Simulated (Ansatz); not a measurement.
**Run report: C3H10N2Si, phonon calculation**

- system: C3H10N2Si, SMILES NC1CCN1[SiH3]
- method: RHF/def2-SVP (Ansatz 0.2.0)

It belongs to a series of runs on one base structure; here: vibrations at the highest image of the band. Figures and captions count atoms from 1; the log counts them from 0 in places.

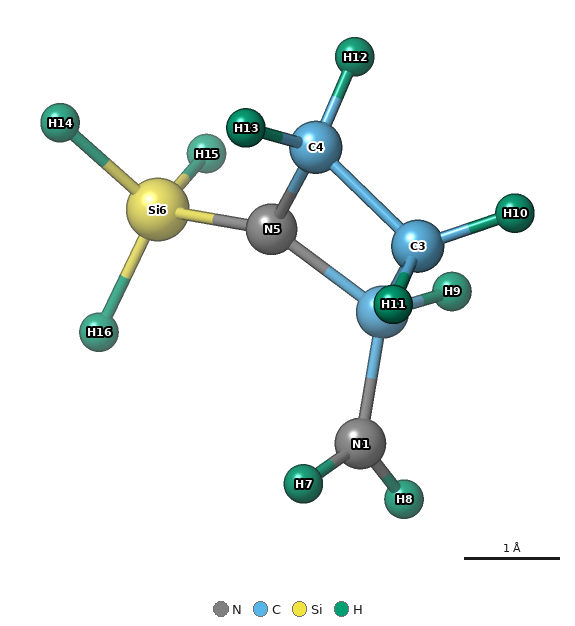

The input geometry (ball-and-stick view, seen at an oblique angle; atoms are numbered from 1 in the order of the input). Bond lengths as drawn: C–C 1.54 to 1.55 Å, C–H 1.09 to 1.10 Å, C–N 1.41 to 1.47 Å, H–N 0.99 to 1.00 Å, H–Si 1.48 to 1.49 Å and N–Si 1.72 Å.

**The input**
```yaml
crystal:
  periodic: [false, false, false]
  atoms:
    - { symbol: "N", position_ang: [-1.309773, -1.524467, -0.082158] }
    - { symbol: C, position_ang: [-0.104172, -0.863059, -0.389715] }
    - { symbol: C, position_ang: [1.180946, -1.170218, 0.412163] }
    - { symbol: C, position_ang: [1.3679, 0.349977, 0.549306] }
    - { symbol: "N", position_ang: [0.016051, 0.535338, 0.033526] }
    - { symbol: Si, position_ang: [-0.888141, 1.946135, -0.371892] }
    - { symbol: H, position_ang: [-1.626249, -1.583512, 0.860541] }
    - { symbol: H, position_ang: [-1.84355, -1.984097, -0.78272] }
    - { symbol: H, position_ang: [0.059046, -0.984809, -1.466587] }
    - { symbol: H, position_ang: [1.962809, -1.732342, -0.098817] }
    - { symbol: H, position_ang: [0.95415, -1.655969, 1.361602] }
    - { symbol: H, position_ang: [2.15591, 0.752018, -0.096993] }
    - { symbol: H, position_ang: [1.530624, 0.732934, 1.559474] }
    - { symbol: H, position_ang: [-0.403746, 3.052996, 0.488614] }
    - { symbol: H, position_ang: [-0.739241, 2.375778, -1.791749] }
    - { symbol: H, position_ang: [-2.335766, 1.7305, -0.140295] }
basis:
  gaussian: { orbitals: def2-SVP }
hamiltonian:
  xc: hf
phonons: {}
```

Launched with:
```bash
ansatz run input.yaml --threads 2 --pin off --max-ram 3072MiB --backend cpu --events-out ev --progress --plain --runs-dir out
```

**What the program printed**
```
Engine: ansatz 0.2.0, aarch64-unknown-linux-gnu
Functional definition: HF
  exchange = exact_x
  correlation = 0
1552 factors; integrals over basis functions are off by at most 4.5e-4 eV
mean field evaluation 1: about -14063.5944 eV, gradient 3.7e1 eV
mean field evaluation 2: about -14063.7684 eV, gradient 3.7e1 eV
mean field evaluation 4: about -14067.4095 eV, gradient 4.6e0 eV
mean field evaluation 8: about -14067.4722 eV, gradient 2.4e-1 eV
mean field -14067.47241714 eV, -516.9700760546 hartree, gradient 2.5e-5 eV, S^2 0.000000; 0 other end points of the search recorded, 0 dependent functions left out
the calculation of the forces begins
reference -14067.47241714 eV, -516.9700760546 hartree; 28, 28 occupied and 110, 110 virtual orbitals, 1552 factors
these checks for a lower state are left out or cut short: stability, starts, cluster_reference, orbital_swaps, neighbouring_geometries, increment
1552 factors; integrals over basis functions are off by at most 4.5e-4 eV
mean field evaluation 16: about -14067.4722 eV, gradient 7.3e-5 eV
mean field -14067.47224499 eV, -516.9700697281 hartree, gradient 3.1e-6 eV, S^2 0.000000; 0 other end points of the search recorded, 0 dependent functions left out
[... from here on the field's lines of each further geometry are left out, up to the last ...]
the calculation of the forces begins
reference -14067.47240641 eV, -516.9700756604 hartree; 28, 28 occupied and 110, 110 virtual orbitals, 1552 factors
these checks for a lower state are left out or cut short: stability, starts, cluster_reference, orbital_swaps, neighbouring_geometries, increment
1552 factors; integrals over basis functions are off by at most 4.4e-4 eV
mean field -14067.47240918 eV, -516.9700757620 hartree, gradient 1.3e-6 eV, S^2 0.000000; 0 other end points of the search recorded, 0 dependent functions left out
the calculation of the forces begins
reference -14067.47240918 eV, -516.9700757620 hartree; 28, 28 occupied and 110, 110 virtual orbitals, 1552 factors
WARN: phonons: modes at or below zero, which the zero-point energy, F, S and C_V leave out: 1, the lowest at -625.58 cm⁻¹. A minimum has none, and a first-order saddle one
Total energy: -14067.47241714 eV, -516.9700760546 hartree
Atom 0 at    -1.309773    -1.524467    -0.082158 Å, force     0.004599     0.001821     0.003093 eV/Å
Atom 1 at    -0.104172    -0.863059    -0.389715 Å, force     0.003586     0.000431    -0.004226 eV/Å
Atom 2 at     1.180946    -1.170218     0.412163 Å, force    -0.000448    -0.000469     0.000223 eV/Å
Atom 3 at     1.367900     0.349977     0.549306 Å, force    -0.000664    -0.000036    -0.000398 eV/Å
Atom 4 at     0.016051     0.535338     0.033526 Å, force    -0.002436    -0.001632     0.003004 eV/Å
Atom 5 at    -0.888141     1.946135    -0.371892 Å, force    -0.000422     0.000708    -0.000913 eV/Å
Atom 6 at    -1.626249    -1.583512     0.860541 Å, force    -0.002150    -0.001210     0.000845 eV/Å
Atom 7 at    -1.843550    -1.984097    -0.782720 Å, force    -0.002552     0.001324    -0.000205 eV/Å
Atom 8 at     0.059046    -0.984809    -1.466587 Å, force     0.000169    -0.000170    -0.000308 eV/Å
Atom 9 at     1.962809    -1.732342    -0.098817 Å, force    -0.000215    -0.000008    -0.000173 eV/Å
Atom 10 at     0.954150    -1.655969     1.361602 Å, force     0.000265    -0.000106     0.000148 eV/Å
Atom 11 at     2.155910     0.752018    -0.096993 Å, force    -0.000243    -0.000006    -0.000424 eV/Å
Atom 12 at     1.530624     0.732934     1.559474 Å, force    -0.000011    -0.000095    -0.000159 eV/Å
Atom 13 at    -0.403746     3.052996     0.488614 Å, force    -0.000604    -0.000224    -0.000054 eV/Å
Atom 14 at    -0.739241     2.375778    -1.791749 Å, force     0.001061     0.000307     0.000094 eV/Å
Atom 15 at    -2.335766     1.730500    -0.140295 Å, force     0.000065    -0.000633    -0.000549 eV/Å
Dipole moment:     0.061859    -0.337512     0.020174 e Å
Vibrations: -625.58 14.16 100.85 147.57 185.00 289.97 442.28 510.05 589.24 752.80 766.21 800.34 888.40 997.99 1014.32 1033.54 1051.19 1065.74 1073.60 1163.61 1235.41 1271.04 1290.78 1308.60 1335.08 1375.54 1400.86 1464.95 1559.80 1591.54 1645.24 1749.09 2271.67 2322.56 2339.16 3156.05 3161.65 3212.36 3220.51 3277.48 3846.82 3985.30 cm⁻¹, zero-point energy 3.775834 eV
```

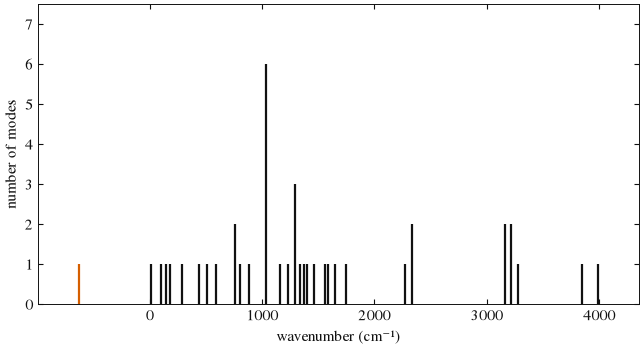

Harmonic vibrational wavenumbers from the force constants; neighbouring modes closer than 21 cm⁻¹ are counted in one stick, and imaginary ones are drawn at negative wavenumbers. 42 modes from 626i to 3985 cm⁻¹, 1 imaginary beyond 8i (626i cm⁻¹): a first-order saddle point, if the geometry is stationary.

**Results in brief**

- outcome: converged
- total energy: −14067.4724 eV
- mean-field energy: −14067.4724 eV
- largest force (length of the vector): 0.006 eV/Å
- hardware: 2 threads of Arm Neoverse V1, 24 GiB of memory available, shared host
- wall time: 3.6 min (CPU time 7.1 min)
- peak memory: 0.37 GiB
